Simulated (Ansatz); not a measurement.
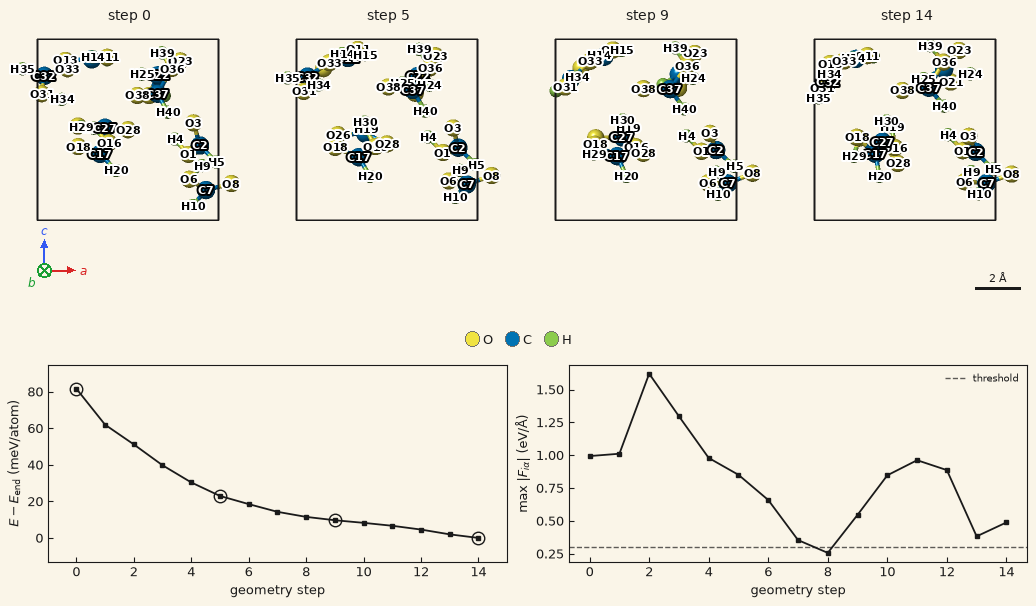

Frames of a relaxation of an amorphous cell of composition H2CO2, marked on the history of the run. A ball-and-stick model of the cell of the calculation (origin shifted), seen along the b axis.

The cell holds 8 HCOOH. The run prepares the start of a later molecular dynamics calculation, from a guessed geometry.

All numbers below come from DFT PBE-D3(BJ), scalar-relativistic, plane waves, PAW (Ansatz).

The input:
```yaml
accuracy: low
crystal:
  lattice:
    - [8.215003, 0.0, 0.0]
    - [0.0, 8.215003, 0.0]
    - [0.0, 0.0, 8.215003]
  atoms:
    - { symbol: O, position: [0.6466861, 0.7392657, 0.1929269] }
    - { symbol: C, position: [0.7098459, 0.595652, 0.2420293] }
    - { symbol: O, position: [0.6745309, 0.525716, 0.3671032] }
    - { symbol: H, position: [0.5694968, 0.7720808, 0.2777946] }
    - { symbol: H, position: [0.7976949, 0.5525084, 0.1513266] }
    - { symbol: O, position: [0.6515741, 0.1164105, 0.0553531] }
    - { symbol: C, position: [0.7434028, 0.2390824, -0.0041802] }
    - { symbol: O, position: [0.8841397, 0.2650042, 0.0319148] }
    - { symbol: H, position: [0.7217936, 0.0562609, 0.1307772] }
    - { symbol: H, position: [0.6708974, 0.3111852, -0.0899119] }
    - { symbol: O, position: [0.1978342, 0.7923374, 0.7293653] }
    - { symbol: C, position: [0.112843, 0.9326134, 0.7182193] }
    - { symbol: O, position: [-0.0342903, 0.942469, 0.7121928] }
    - { symbol: H, position: [0.1168142, 0.7047623, 0.7313433] }
    - { symbol: H, position: [0.1975411, 1.0356891, 0.7154951] }
    - { symbol: O, position: [0.2057882, 1.0825034, 0.256997] }
    - { symbol: C, position: [0.1583035, 0.9375623, 0.1956589] }
    - { symbol: O, position: [0.0369287, 0.8639537, 0.2360522] }
    - { symbol: H, position: [0.1233162, 1.1127474, 0.3377511] }
    - { symbol: H, position: [0.2464572, 0.8971746, 0.103988] }
    - { symbol: O, position: [0.4288817, 0.7759003, 0.5180997] }
    - { symbol: C, position: [0.4775929, 0.6653041, 0.6295482] }
    - { symbol: O, position: [0.6012143, 0.6743073, 0.709663] }
    - { symbol: H, position: [0.5126401, 0.8608782, 0.5171801] }
    - { symbol: H, position: [0.3880884, 0.5665523, 0.6360904] }
    - { symbol: O, position: [0.0362042, 0.4407896, 0.3497849] }
    - { symbol: C, position: [0.1863193, 0.5070993, 0.340112] }
    - { symbol: O, position: [0.3122347, 0.4308954, 0.3291592] }
    - { symbol: H, position: [0.0520674, 0.3225861, 0.346066] }
    - { symbol: H, position: [0.1763623, 0.6401168, 0.3437133] }
    - { symbol: O, position: [0.8347438, 0.2065733, 0.5281255] }
    - { symbol: C, position: [0.8500369, 0.3370647, 0.6269343] }
    - { symbol: O, position: [0.9779773, 0.3993082, 0.6661602] }
    - { symbol: H, position: [0.9456979, 0.1755195, 0.4971028] }
    - { symbol: H, position: [0.7290266, 0.3776238, 0.6658865] }
    - { symbol: O, position: [0.5533556, 0.0784054, 0.6673011] }
    - { symbol: C, position: [0.476238, 0.119811, 0.5281482] }
    - { symbol: O, position: [0.3634794, 0.2145472, 0.5185441] }
    - { symbol: H, position: [0.499545, 0.1397762, 0.754339] }
    - { symbol: H, position: [0.5314653, 0.0545136, 0.4257178] }
basis:
  ecutwfc: 420.0
kpoints:
  mp_grid: { grid: [1, 1, 1] }
hamiltonian:
  xc: pbe
  dispersion: d3bj
scf:
  occupations: { method: fermi_dirac, width: 0.02 }
  lower_state_search: "off"
relax:
  f_tol: 0.3
  max_steps: 15
  adjacent_minimum: "off"
```

Run as
```bash
ansatz run input.yaml --threads 1 --pin off --max-ram 3072MiB --backend cpu --events-out ev --progress --plain --runs-dir out
```

**Describe the path.**

The relaxation stopped without meeting its thresholds, so the last structure isn't shown to be converged. It used up its limit of 15 steps. The energy falls by 81.7 meV per atom in 14 geometry steps. Largest force component: 0.99 eV/Å at the start, 0.49 eV/Å at the end. The forces were under the threshold at step 8, but the run went on from there. The largest moves, 1.75 Å, are those of O28 and H35. O28 goes roughly along [−1 2 −3]. By element the largest moves are O 1.75 Å, H 1.74 Å, C 0.78 Å. The cell stays as it was. Among the contacts that change: O11–H14 0.980 → 1.021 Å, O11–C12 1.350 → 1.322 Å, O16–H19 0.980 → 1.000 Å, C12–O13 1.212 → 1.230 Å. Bond angles that change, for instance: C12–O11–H14 106.0° → 116.7°, C32–O31–H34 106.0° → 114.8°, C27–O26–H29 106.0° → 112.9°. From step 0 to 5: H29 moves most (0.96 Å), energy −58.7 meV per atom. From step 5 to 9: H35 moves most (0.76 Å), energy −13.3 meV per atom. From step 9 to 14: H24 moves most (0.86 Å), energy −9.7 meV per atom.

```tsv
step	E − E(0), meV/atom	largest force component, eV/Å
0	0.00	0.9935
1	-19.71	1.0113
2	-30.49	1.6205
3	-41.90	1.2964
4	-51.28	0.9791
5	-58.69	0.8508
6	-63.15	0.6590
7	-67.37	0.3541
8	-70.14	0.2565
9	-71.97	0.5462
10	-73.40	0.8471
11	-75.01	0.9620
12	-77.08	0.8867
13	-79.70	0.3823
14	-81.66	0.4882
```

Limits of the set-up: the program's low-accuracy preset was used; the periodic images lie only 8.2 Å apart, so the values are limited by the cell's size.
